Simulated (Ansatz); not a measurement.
**Stretching the linear W chain**

Does stretching change the magnetism or the channel count of the linear W chain?

Method: DFT RPBE, plane waves, PAW; relaxation of a chain's period, in the first sound run; inputs show where later runs differ, in Ansatz 0.2.0.

### 1. The structure

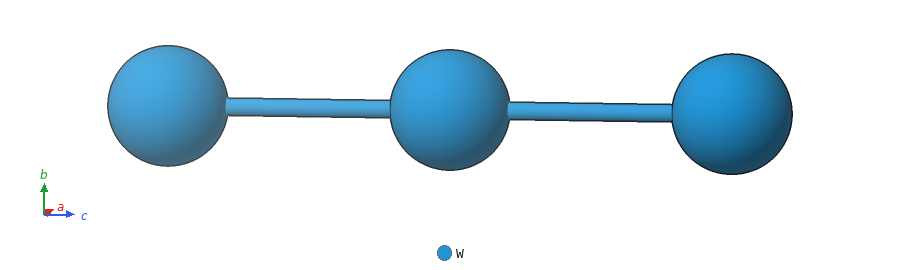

The cell as given, from the side, with the c axis across the page (tungsten blue). 1×1×2 cells are drawn. Some periodic images of atoms are drawn too.

The cell holds 1 atom: 1 W. Its edges and angles: a = 7.500 Å, b = 7.500 Å, c = 3.013 Å, α = 90.0°, β = 90.0°, γ = 90.0°. Vacuum lies along a and b. The structure's axis is c.

Coordinates:

```cif
data_structure
_symmetry_space_group_name_H-M 'P 1'
_symmetry_Int_Tables_number 1
_cell_length_a 7.5000
_cell_length_b 7.5000
_cell_length_c 3.0132
_cell_angle_alpha 90.000
_cell_angle_beta 90.000
_cell_angle_gamma 90.000
_cell_volume 169.49
loop_
_atom_site_label
_atom_site_type_symbol
_atom_site_fract_x
_atom_site_fract_y
_atom_site_fract_z
_atom_site_occupancy
W1 W 0.50000 0.50000 0.00000 1
```

### 2. Relaxing the period

Band widths follow the bond lengths, so the chain is relaxed first. The atoms and the third cell vector are free; the box across stays fixed as vacuum. Moments are seeded so that a magnetic state can form if it lies lower. A Fermi-Dirac smearing is set since the result may be a metal. The pressure printed is a third of the stress's trace over the whole box, vacuum included; only the stress along the axis is relaxed.

The input, input.yaml:

```yaml
crystal:
  lattice:
    - [7.5, 0.0, 0.0]
    - [0.0, 7.5, 0.0]
    - [0.0, 0.0, 3.0132]
  atoms:
    - { symbol: W, position: [0.5, 0.5, 0.0], spin: 2.0 }
magnetization:
  spin_polarized: true
kpoints:
  mp_grid: { grid: [1, 1, 27] }
scf:
  occupations: { method: fermi_dirac, width: 0.05 }
hamiltonian:
  xc: rpbe
relax:
  cell: { fix: [a, b, alpha, beta, gamma] }
  max_steps: 60
```

On the command line:

```console
ansatz run input.yaml --threads 4 --pin off --max-ram 8192MiB --backend cpu --events-out ev --progress --plain --runs-dir out
```

Numbers of over 12 decimals in the logs are rounded to 6 here.

The log of the run:

```text
Engine: ansatz 0.2.0, x86_64-unknown-linux-gnu
Pseudopotentials: kind: paw
Pseudopotential: W, paw, valence charge 14, recommended cutoff 420 eV (normal), W.paw.azcp
Functional definition: RPBE
  parameter kappa = 0.804
  parameter beta = 0.066725
  exchange = rpbe_x(kappa = kappa, mu = beta*pi^2/3)
  correlation = pbe_c(beta = beta)
Crystal: 1 atoms, lattice volume = 169.493 Å³
Basis set: ecut = 420 eV, 3323 PW (Γ), exchange–correlation on 108×108×48 points (8 copies of the dense FFT grid, shifted against one another)
Bands: 12, of which v1, the nominal top of the filled ones, is band 7 counted from 1 (6 counted from 0)
Symmetry: 16 space group operations
Space group: P4/mmm (ITA 123), of the structure as read, at distance tolerance 5.5e-5 Å
Magnetic group: BNS 123.339 (UNI 999), of the structure as read, at distance tolerance 5.5e-5 Å
k-points: 14 of 27
Non-local potential: W, projectors of the file, l = 0: 3, l = 1: 2, l = 2: 2, l = 3: 1
PAW form: soft (Blöchl's): semilocal exchange-correlation on the pseudo side does not see the compensation charge
PAW frozen core: W, regenerated for the run's functional, and the local potential with it (the file was generated under x = pbe(κ = 0.804, μ = 0.219515), c = pbe(β = 0.066725))
PAW one-centre angular grid: W, 590 points (default); XC on 64 Gauss nodes
Initial density: superposition of atomic densities (neutral atoms: chi_scale 0, normalization atom)
Starting moments: Σ|m| = 2 μB on 1 of 1 site
Initial wavefunctions: pseudopotential atomic-orbital guess
Functional: x = rpbe, c = pbe(β = 0.066725)
iter 1 solved again at ethr=2.38e-3 eV; its pass at ethr=3.10e-3 eV (dr2=3.33e-1 eV) is discarded
SCF iter   1: F=—  HF=-10390.550983 eV  |F-HF|=—  |Δ(HF+E_count)|=         —  Δρ=1.26e-2 (↑6.26e-3 ↓1.26e-2)  dr2=3.39e-1  dr2_m=1.10e-1  M=2.494 μB ∫|m|=2.494 μB  β_m=0.30  ethr=2.38e-3  ⟨swp⟩=1.0  Hψ=2349  notcnv=0
Mixer restart at iter 1: flushing history
preconditioner: auto → LDOS  [metal: Δε(μ)=0.048 eV  Ē_g=3.306 eV  σ=0.050 eV  W_gap=0.23  n_scr=12 (ndim 8)  ℏωp=7.0 eV  f_vac=0.606  D(μ)=5.40/eV (n_scr^D=42)]
spin=Collinear: LDOS preconditioning applied to the charge; magnetization (m = ρ↑ − ρ↓) channel mixes plain (no charge-response kernel on spin).
SCF iter   2: F=—  HF=-10390.616129 eV  |F-HF|=—  |Δ(HF+E_count)|=   6.51e-2  Δρ=9.59e-3 (↑6.51e-3 ↓9.59e-3)  dr2=1.54e-1  dr2_m=8.53e-2  M=2.658 μB ∫|m|=2.658 μB  β_m=0.65  ethr=2.38e-3  ⟨swp⟩=2.0  Hψ=418  notcnv=0
SCF iter   3: F=—  HF=-10391.278318 eV  |F-HF|=—  |Δ(HF+E_count)|=         —  Δρ=1.68e-2 (↑1.68e-2 ↓1.51e-2)  dr2=1.05e-1  dr2_m=3.63e-1  M=4.309 μB ∫|m|=4.309 μB  β_m=1.00  ethr=1.10e-3  ⟨swp⟩=3.6  Hψ=796  notcnv=0
Mixer restart at iter 3: flushing history
SCF iter   4: F=—  HF=-10391.245765 eV  |F-HF|=—  |Δ(HF+E_count)|=   3.26e-2  Δρ=3.43e-3 (↑3.43e-3 ↓1.45e-3)  dr2=2.89e-2  dr2_m=4.62e-3  M=4.427 μB ∫|m|=4.427 μB  β_m=0.65  ethr=3.57e-4  ⟨swp⟩=3.0  Hψ=839  notcnv=0  defer=7
SCF iter   5: F=—  HF=-10391.240803 eV  |F-HF|=—  |Δ(HF+E_count)|=   4.96e-3  Δρ=2.04e-3 (↑1.86e-3 ↓2.04e-3)  dr2=7.02e-4  dr2_m=5.63e-3  M=4.574 μB ∫|m|=4.574 μB  β_m=0.67  ethr=2.06e-4  ⟨swp⟩=2.8  Hψ=751  notcnv=0  defer=9
SCF iter   6: F=—  HF=-10391.248294 eV  |F-HF|=—  |Δ(HF+E_count)|=   7.49e-3  Δρ=1.70e-3 (↑1.62e-3 ↓1.70e-3)  dr2=2.06e-4  dr2_m=4.20e-3  M=4.664 μB ∫|m|=4.664 μB  β_m=0.21  ethr=5.02e-6  ⟨swp⟩=2.2  Hψ=651  notcnv=0  defer=10
SCF iter   7: F=—  HF=-10391.251039 eV  |F-HF|=—  |Δ(HF+E_count)|=   2.75e-3  Δρ=9.80e-4 (↑9.35e-4 ↓9.80e-4)  dr2=3.26e-4  dr2_m=1.34e-3  M=4.700 μB ∫|m|=4.700 μB  β_m=0.61  ethr=1.47e-6  ⟨swp⟩=2.0  Hψ=629  notcnv=0  defer=10
SCF iter   8: F=—  HF=-10391.252647 eV  |F-HF|=—  |Δ(HF+E_count)|=   1.61e-3  Δρ=8.97e-4 (↑8.97e-4 ↓8.85e-4)  dr2=3.97e-5  dr2_m=1.22e-3  M=4.735 μB ∫|m|=4.735 μB  β_m=0.62  ethr=1.47e-6  ⟨swp⟩=2.9  Hψ=710  notcnv=0  defer=10
SCF iter   9: F=—  HF=-10391.252749 eV  |F-HF|=—  |Δ(HF+E_count)|=   1.02e-4  Δρ=3.44e-4 (↑3.44e-4 ↓3.31e-4)  dr2=9.29e-6  dr2_m=1.75e-4  M=4.731 μB ∫|m|=4.731 μB  β_m=0.81  ethr=2.84e-7  ⟨swp⟩=2.1  Hψ=619  notcnv=0  defer=10
SCF iter  10: F=—  HF=-10391.252756 eV  |F-HF|=—  |Δ(HF+E_count)|=   6.52e-6  Δρ=3.00e-5 (↑2.03e-5 ↓3.00e-5)  dr2=6.55e-7  dr2_m=9.22e-7  M=4.728 μB ∫|m|=4.728 μB  β_m=0.80  ethr=6.64e-8  ⟨swp⟩=2.4  Hψ=585  notcnv=0  defer=10
SCF iter  11: F=—  HF=-10391.252758 eV  |F-HF|=—  |Δ(HF+E_count)|=   2.22e-6  Δρ=2.89e-5 (↑2.89e-5 ↓2.78e-5)  dr2=4.35e-8  dr2_m=1.24e-6  M=4.727 μB ∫|m|=4.727 μB  β_m=0.83  ethr=4.68e-9  ⟨swp⟩=2.5  Hψ=609  notcnv=0  defer=10
SCF iter  12: F=—  HF=-10391.252758 eV  |F-HF|=—  |Δ(HF+E_count)|=   5.09e-7  Δρ=1.86e-5 (↑1.86e-5 ↓1.82e-5)  dr2=1.91e-8  dr2_m=5.22e-7  M=4.727 μB ∫|m|=4.727 μB  β_m=0.91  ethr=3.11e-10  ⟨swp⟩=2.2  Hψ=563  notcnv=0  defer=10
SCF iter  13: F=—  HF=-10391.252759 eV  |F-HF|=—  |Δ(HF+E_count)|=   1.38e-7  Δρ=7.06e-6 (↑7.06e-6 ↓6.76e-6)  dr2=3.13e-9  dr2_m=7.35e-8  M=4.727 μB ∫|m|=4.727 μB  β_m=0.83  ethr=1.37e-10  ⟨swp⟩=2.3  Hψ=553  notcnv=0  defer=10
SCF iter  14: F=-10391.252759 eV  HF=-10391.252759 eV  |F-HF|=4.91e-11  |Δ(HF+E_count)|=   1.27e-8  Δρ=9.46e-7 (↑9.46e-7 ↓9.44e-7)  dr2=6.57e-11  dr2_m=1.37e-9  M=4.727 μB ∫|m|=4.727 μB  ethr=2.23e-11  ⟨swp⟩=1.4  Hψ=1066  notcnv=0
SCF 1 converged in 14 iterations: F = -10391.252759 eV  dr2 = 6.57e-11
  greatest PAW one-centre occupation: 1.000 electrons in one spin orbital (limit 2), on the W atom at site 0 (counted from 0), in its partial waves of l = 0
relax step   1: F+E_penalty+E_count = -10391.25275861 eV  Δ(F+E_penalty+E_count) = +0.000e0 eV  max|allowed force component| = 0.000e0 eV/Å  Δτ_max = 0.0000 Å  P = -0.725 GPa  Ω = 169.493 Å³  fix = [a, b, alpha, beta, gamma]  reactions: a -0.149, b -0.149 GPa  (14 SCF iters, dr2 threshold 1.00e-7 eV, accepted)
Crystal: 1 atoms, lattice volume = 164.152 Å³
Basis set: ecut = 420 eV, 3225 PW (Γ), exchange–correlation on 108×108×48 points (8 copies of the dense FFT grid, shifted against one another)
Initial density: handed on by an earlier stage of this run
Starting moments: Σ|m| = 2 μB on 1 of 1 site; this step starts from the density that it was given
Initial wavefunctions: those handed on with the density
iter 1 solved again at ethr=1.57e-5 eV; its pass at ethr=3.10e-3 eV (dr2=2.20e-3 eV) is discarded
SCF iter   1: F=—  HF=-10391.336957 eV  |F-HF|=—  |Δ(HF+E_count)|=         —  Δρ=3.97e-3 (↑3.97e-3 ↓3.90e-3)  dr2=2.57e-3  dr2_m=2.30e-2  M=4.382 μB ∫|m|=4.382 μB  β_m=0.30  ethr=1.57e-5  ⟨swp⟩=2.2  Hψ=2463  notcnv=0
[...]
relax step   6: F+E_penalty+E_count = -10392.10923050 eV  Δ(F+E_penalty+E_count) = -1.555e-1 eV  max|allowed force component| = 0.000e0 eV/Å  Δτ_max = 0.0000 Å  P = -0.547 GPa  Ω = 131.101 Å³  energy of the carried Pulay correction = +1.651e-3 eV  fix = [a, b, alpha, beta, gamma]  reactions: a -0.232, b -0.232 GPa  (16 SCF iters, dr2 threshold 1.00e-7 eV, accepted)
[...]
relax step   7: F+E_penalty+E_count = -10392.08398545 eV  Δ(F+E_penalty+E_count) = +2.525e-2 eV  max|allowed force component| = 0.000e0 eV/Å  Δτ_max = 0.0000 Å  P = +0.870 GPa  Ω = 126.502 Å³  energy of the carried Pulay correction = +1.902e-3 eV  fix = [a, b, alpha, beta, gamma]  (11 SCF iters, dr2 threshold 1.00e-7 eV, rejected (line search))
[...]
relax step   8: F+E_penalty+E_count = -10392.11421177 eV  Δ(F+E_penalty+E_count) = -4.981e-3 eV  max|allowed force component| = 0.000e0 eV/Å  Δτ_max = 0.0000 Å  P = -0.172 GPa  Ω = 129.826 Å³  energy of the carried Pulay correction = +1.719e-3 eV  fix = [a, b, alpha, beta, gamma]  reactions: a -0.231, b -0.231 GPa  (13 SCF iters, accepted)
[...]
relax step   9: F+E_penalty+E_count = -10392.11422479 eV  Δ(F+E_penalty+E_count) = -1.302e-5 eV  max|allowed force component| = 0.000e0 eV/Å  Δτ_max = 0.0000 Å  P = -0.154 GPa  Ω = 129.766 Å³  energy of the carried Pulay correction = +1.722e-3 eV  fix = [a, b, alpha, beta, gamma]  reactions: a -0.231, b -0.231 GPa  (11 SCF iters, dr2 threshold 6.94e-9 eV, accepted)
Basis set: ecut = 420 eV, 2527 PW (Γ), exchange–correlation on 108×108×32 points (8 copies of the dense FFT grid, shifted against one another)
Initial wavefunctions: pseudopotential atomic-orbital guess (no wavefunctions were taken with the density)
iter 1 solved again at ethr=1.53e-7 eV; its pass at ethr=3.10e-3 eV (dr2=2.14e-5 eV) is discarded
SCF iter   1: F=—  HF=-10392.113578 eV  |F-HF|=—  |Δ(HF+E_count)|=         —  Δρ=6.17e-5 (↑6.15e-5 ↓6.17e-5)  dr2=2.76e-6  dr2_m=6.69e-10  M=-0.047 μB ∫|m|=0.047 μB  β_m=0.65  ethr=1.53e-7  ⟨swp⟩=3.6  Hψ=3049  notcnv=0
preconditioner: auto → LDOS  [metal: Δε(μ)=0.040 eV  Ē_g=5.162 eV  σ=0.050 eV  W_gap=0.19  n_scr=8 (ndim 8)  ℏωp=8.0 eV  f_vac=0.626  D(μ)=3.05/eV (n_scr^D=20)]
spin=Collinear: LDOS preconditioning applied to the charge; magnetization (m = ρ↑ − ρ↓) channel mixes plain (no charge-response kernel on spin).
SCF iter   2: F=—  HF=-10392.113579 eV  |F-HF|=—  |Δ(HF+E_count)|=   8.18e-7  Δρ=2.22e-5 (↑2.21e-5 ↓2.22e-5)  dr2=4.08e-7  dr2_m=2.86e-10  M=-0.047 μB ∫|m|=0.047 μB  β_m=0.61  ethr=1.97e-8  ⟨swp⟩=2.1  Hψ=538  notcnv=0
SCF iter   3: F=—  HF=-10392.113580 eV  |F-HF|=—  |Δ(HF+E_count)|=   3.84e-7  Δρ=3.85e-6 (↑3.85e-6 ↓3.84e-6)  dr2=1.99e-8  dr2_m=5.36e-11  M=-0.047 μB ∫|m|=0.047 μB  β_m=0.71  ethr=2.91e-9  ⟨swp⟩=2.6  Hψ=536  notcnv=0
SCF iter   4: F=—  HF=-10392.113580 eV  |F-HF|=—  |Δ(HF+E_count)|=   7.77e-8  Δρ=1.09e-6 (↑1.09e-6 ↓1.05e-6)  dr2=2.19e-9  dr2_m=6.53e-11  M=-0.047 μB ∫|m|=0.047 μB  β_m=0.79  ethr=1.42e-10  ⟨swp⟩=2.0  Hψ=424  notcnv=0
SCF iter   5: F=—  HF=-10392.113580 eV  |F-HF|=—  |Δ(HF+E_count)|=   3.51e-9  Δρ=4.87e-7 (↑4.87e-7 ↓4.09e-7)  dr2=3.53e-10  dr2_m=1.06e-10  M=-0.047 μB ∫|m|=0.047 μB  β_m=0.88  ethr=1.56e-11  ⟨swp⟩=2.1  Hψ=465  notcnv=0
SCF iter   6: F=—  HF=-10392.113580 eV  |F-HF|=—  |Δ(HF+E_count)|=   1.74e-8  Δρ=3.54e-7 (↑3.07e-7 ↓3.54e-7)  dr2=2.25e-11  dr2_m=1.15e-10  M=-0.047 μB ∫|m|=0.047 μB  β_m=0.94  ethr=2.52e-12  ⟨swp⟩=2.0  Hψ=470  notcnv=0
SCF iter   7: F=—  HF=-10392.113580 eV  |F-HF|=—  |Δ(HF+E_count)|=  2.47e-10  Δρ=2.84e-7 (↑2.84e-7 ↓2.80e-7)  dr2=2.89e-12  dr2_m=9.28e-11  M=-0.047 μB ∫|m|=0.047 μB  β_m=0.97  ethr=1.00e-12  ⟨swp⟩=2.3  Hψ=521  notcnv=0
SCF iter   8: F=—  HF=-10392.113580 eV  |F-HF|=—  |Δ(HF+E_count)|=  2.29e-10  Δρ=1.45e-7 (↑1.45e-7 ↓1.12e-7)  dr2=1.04e-11  dr2_m=1.53e-11  M=-0.047 μB ∫|m|=0.047 μB  β_m=0.99  ethr=1.00e-12  ⟨swp⟩=2.0  Hψ=539  notcnv=0
SCF iter   9: F=—  HF=-10392.113580 eV  |F-HF|=—  |Δ(HF+E_count)|=  7.31e-10  Δρ=1.88e-7 (↑1.88e-7 ↓1.71e-7)  dr2=9.58e-11  dr2_m=5.37e-12  M=-0.047 μB ∫|m|=0.048 μB  β_m=0.69  ethr=1.00e-12  ⟨swp⟩=3.7  Hψ=819  notcnv=0
SCF iter  10: F=—  HF=-10392.113580 eV  |F-HF|=—  |Δ(HF+E_count)|=  5.28e-11  Δρ=7.48e-8 (↑7.48e-8 ↓7.45e-8)  dr2=1.25e-11  dr2_m=2.20e-13  M=-0.047 μB ∫|m|=0.047 μB  β_m=0.82  ethr=1.00e-12  ⟨swp⟩=2.0  Hψ=543  notcnv=0
SCF iter  11: F=-10392.113580 eV  HF=-10392.113580 eV  |F-HF|=1.82e-12  |Δ(HF+E_count)|=  1.09e-11  Δρ=2.01e-8 (↑2.01e-8 ↓1.99e-8)  dr2=1.08e-12  dr2_m=8.43e-15  M=-0.047 μB ∫|m|=0.047 μB  ethr=1.00e-12  ⟨swp⟩=4.5  Hψ=1360  notcnv=0
the starting moments were not kept: the SCF closed with an absolute magnetisation of 4.7e-2 μB, where they sum to 2 μB in size (1 site). That is at most 0.1 of that sum.
SCF 10 converged in 11 iterations: F = -10392.113580 eV  dr2 = 1.08e-12
relax step  10: F+E_penalty+E_count = -10392.11357961 eV  Δ(F+E_penalty+E_count) = +6.452e-4 eV  max|allowed force component| = 0.000e0 eV/Å  Δτ_max = 0.0000 Å  P = -0.159 GPa  Ω = 129.766 Å³  fix = [a, b, alpha, beta, gamma]  reactions: a -0.235, b -0.235 GPa  stress off target by 7.29e-3 GPa on what of the cell is left free  SCF on the basis re-selected at this cell (its energy is not comparable with the rows above)  (11 SCF iters)
basis re-selected at this cell: Δ(F+E_penalty+E_count) = +6.452e-4 eV, ΔP = -0.005 GPa vs the last step (what re-selecting the basis moved, of the pressure what is left beyond the Pulay correction that the steps carried, after the strain that the cell walked since its last selection, with what the two solves' SCF thresholds leave and, on support functions, any second-order correction that the steps lacked; it is no measure of the basis error at this ecutwfc). The dense FFT grid was sized anew with the basis: this SCF ran on 54×54×16 points, the steps before it on 54×54×24, so part of this shift can come from that change (see relax.cell in the input reference). [rest of the remark cut]
SCF converged after 11 iterations
Magnetization: -0.0474 μB (6.9763 up, 7.0237 down)
Absolute magnetization: 0.0474 μB (∫|ρ↑−ρ↓|, with the PAW one-centre terms)
Spin contamination: 0.0000 ħ² per cell (⟨S²⟩ above its minimum at these occupations)
Per-site moments (μB) at R_I (Å): [(-0.026050, 0.951617)]
Free energy (F): -10392.113580 eV
Harris-Foulkes:  -10392.113580 eV  (|F-HF|=1.82e-12)
Internal energy: -10392.089474 eV  (E = F + TS)
E sigma→0 (E₀):  -10392.101527 eV
Entropy (-TS):   -0.024106 eV (-24.106 meV/atom)
Fermi energy:    -1.255778 eV
--- Per-component energies (eV) ---
  E_band       = -402.495392
  E_kinetic    = 445.557234
  E_local      = -2907.912383  (includes V_loc(G=0)·N_el)
  E_nonlocal   = 5.806063
  E_hartree    = 1205.372861
  E_xc         = -261.969708
  E_vxc        = -231.350703  (∫ρ·V_xc dr)
  E_paw        = -8576.148176  (= ΣΔE_a)
  E_vpaw       = -125.341236  (= ΣTr[D̂ρ^β])
  E_aug_tail   = -0.000061  (compensation charges beyond the density's cutoff)
  E_ewald      = -302.777731
  E_core_change = -0.017574  (= ΣΔE_core)
  E_smearing   = -0.024106  (= −TS)
  E_closure    = 0.000000  (closes the sum)
  Σ components = -10392.113580   (vs F -10392.113580, Δ=0.00e0)
--- Forces (eV/Å), atoms counted from 1 ---
  atom   1  W      0.00000000    -0.00000000     0.00000000
  max |Σ_I F_I| component: 1.14e-28 eV/Å
--- Stress (GPa, compression-positive) ---
       -0.235107       0.000000       0.000000
        0.000000      -0.235107       0.000000
        0.000000       0.000000      -0.007290
  P = ⅓ Tr σ = -0.1592 GPa (-1.592 kbar)
--- Relaxed structure (9 steps of the walk, 8 accepted, 1 SCFs on fresh bases) ---
  F+E_penalty+E_count = -10392.11357961 eV   max|allowed force component| = 0.000e0 eV/Å   (the final SCF, on the basis selected at the relaxed cell)
  cell:  # Å, volume = 129.7660 Å³
    - [7.5, 0.0, 0.0]
    - [0.0, 7.5, 0.0]
    - [0.0, 0.0, 2.306951]
  atoms:
    - { symbol: W, position: [0.5, 0.5, 0.0] }
```

Elapsed: 18 s, on 4 threads of Intel Xeon Platinum 8488C (Sapphire Rapids), shared host; peak memory 0.51 GiB; 55 s of CPU time.

Step by step:

| step | energy less that of the first step (eV) | largest force component (eV/Å) | pressure (GPa) | volume (Å³) |
| --- | --- | --- | --- | --- |
| 1 | 0.0000 | 0.0000 | -0.73 | 169.49 |
| 2 | -0.0738 | 0.0000 | -0.90 | 164.15 |
| 3 | -0.2554 | 0.0000 | -1.40 | 155.89 |
| 4 | -0.4723 | 0.0000 | -1.77 | 147.63 |
| 5 | -0.7010 | 0.0000 | -1.29 | 139.36 |
| 6 | -0.8565 | 0.0000 | -0.55 | 131.10 |
| 7 | -0.8312 | 0.0000 | 0.87 | 126.50 |
| 8 | -0.8615 | 0.0000 | -0.17 | 129.83 |
| 9 | -0.8615 | 0.0000 | -0.15 | 129.77 |
| 10* | -0.8608 | 0.0000 | -0.16 | 129.77 |

Relaxation steps marked * repeat the geometry before them on a plane-wave basis chosen anew for their cell, so energy and pressure can jump there. Relaxation step 7 was tried and not accepted.

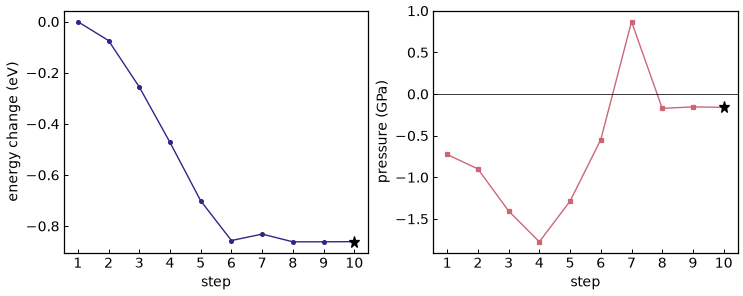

Energy and pressure along the relaxation. Stars mark steps on a basis chosen anew.

```csv
cell as run,before,after,change
c (Å),3.013,2.307,-23.4 %
```

The relaxed structure:

```xyz
1
Lattice="7.5000 0.0000 0.0000 0.0000 7.5000 0.0000 0.0000 0.0000 2.3070" Properties=species:S:1:pos:R:3
W     3.7500    3.7500    0.0000
```

Numbers from this step:

```
energy at zero smearing    : -10392.1015 eV
total moment               : -0.04737 μB
absolute moment            : 0.04739 μB
cell length along the wire : 2.307 Å
```

The cell's length comes to 2.307 Å with no moment. That is -23 % against the start, more than a small adjustment.

The cell shrank by 23.4 % in its periodic edges.

[end of part 1 of 3]

[Logs are printed without paths, hosts, clocks, repeated set-up lines and the standing remarks that a program may print on its own settings, such as how far it seeks lower states.]

[Hosts, paths, dates, database ids (printed as entryN), source tags and the programs' standing remarks are cut or masked in the printed files.]
